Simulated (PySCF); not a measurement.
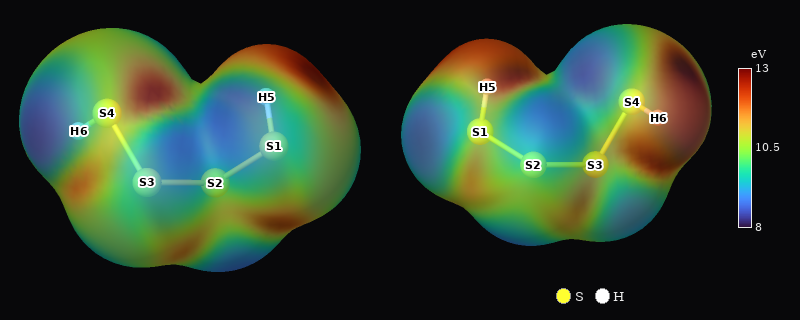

H₂S₄. Average local ionisation energy on the surface of electron density 0.001 a.u. (back view left, front view right).

Level of theory: PBE0/aug-cc-pVDZ (PySCF), at a geometry from GFN2-xTB. No frequency check shows the geometry to be a minimum. GFN2-xTB bond lengths at metals and heavier atoms can be off by up to 0.1 Å and shapes distorted, which carries into these values.

Input

```python
import numpy as np
from pyscf import gto, scf, dft
from pyscf.scf import atom_ks, atom_hf
from scipy.linalg import block_diag

def solve(mol, dm0=None, hcore=None):
    mf = (dft.UKS if mol.spin else dft.RKS)(mol, xc='pbe0')
    mf.grids.level = 3
    mf = mf.density_fit(auxbasis='def2-universal-jkfit')
    mf.conv_tol, mf.max_cycle = 1e-8, 80
    if hcore is not None:
        mf.get_hcore = lambda *args: hcore
    mf.kernel(dm0)
    if not mf.converged:
        mf = mf.newton().run(mf.mo_coeff, mf.mo_occ, max_cycle=30)
    assert mf.converged, 'SCF not converged'
    return mf

mol = gto.M(atom='''
S     -2.16942     0.61002    -0.25026
S     -0.84710    -0.71335     0.58431
S      0.85090    -0.72979    -0.57284
S      2.10545     0.72795     0.14601
H     -1.79155     1.69740     0.43459
H      2.75433    -0.01459     1.04987
''', basis='aug-cc-pvdz', charge=0, spin=0, verbose=4)
mf = solve(mol)
mf.analyze()
# spherically averaged free atoms, for the promolecule
atm = atom_ks.get_atm_nrks(mol, xc='pbe0')
pro = block_diag(*[(atm[a[0]][2] * atm[a[0]][3]) @ atm[a[0]][2].T for a in mol._atom])
np.savez('result.npz', e=mf.e_tot, c=mf.mo_coeff, occ=mf.mo_occ, eps=mf.mo_energy, pro=pro, dip=mf.dip_moment(verbose=0), s2=mf.spin_square()[0])
```

Run with:

```sh
OMP_NUM_THREADS=1 python input.py
```

The run took 9.7 s on 1 thread of Intel(R) Xeon(R) Platinum 8488C (Sapphire Rapids), with other jobs on the host, peak memory 0.52 GiB.

Partitions, critical points and surface values were worked out afterwards from this run's density.

Q: Where are the most loosely bound electrons on this surface?

A: The lowest value is 8.7 eV, off the S1–H5 bond (2.3 to 2.5 Å from its atoms). Further minima include 8.7 eV, 2.3 Å from S4; 8.7 eV, 2.3 Å from S2; 8.9 eV, 2.3 Å from S3. For comparison, the highest occupied orbital lies at −7.4 eV.
